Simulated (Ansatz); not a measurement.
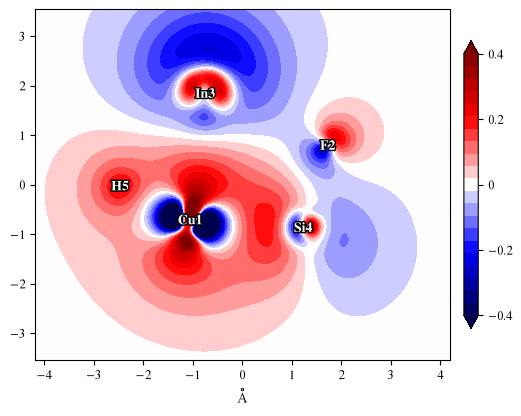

CuFH3InSi. The HOMO−1 on the plane of atoms Si4, Cu1 and H5 (values in Å⁻³ᐟ²; the overall sign is arbitrary).

Geometry: PBE-D3(BJ)/def2-SVP; core potentials replace the inner electrons of In.

The calculation used isolated molecule in a Gaussian basis; Kohn-Sham density functional theory, functional PBE0 in Ansatz.

The calculation's input:

```
crystal:
  periodic: [false, false, false]
  atoms:
    - {symbol: Cu, position_ang: [-1.000836, -0.213002, 1.920841]}
    - {symbol: F, position_ang: [-3.260744, 1.617273, 0.704070]}
    - {symbol: In, position_ang: [-3.357190, 0.094720, 2.904293]}
    - {symbol: Si, position_ang: [-1.640256, 1.234823, 0.252427]}
    - {symbol: H, position_ang: [-1.121396, -1.084272, 3.234380]}
    - {symbol: H, position_ang: [-1.780883, 0.760292, -1.180872]}
    - {symbol: H, position_ang: [-0.987495, 2.596203, 0.111340]}
basis:
  gaussian:
    orbitals: def2-TZVPD
hamiltonian:
  xc: pbe0
output:
  forces: true
  orbitals: {seedname: orbitals}
```

Launched as:

```sh
ansatz run input.yaml --threads 2 --pin off --max-ram 4350MiB --events-out events.jsonl --progress --plain --runs-dir runs
```

**Describe this orbital and give its energy.**

Its weight (Hirshfeld) is mainly on Cu1 (about 45 %), In3 (about 35 %) and Si4 (about 10 %). Its energy is −6.84 eV.
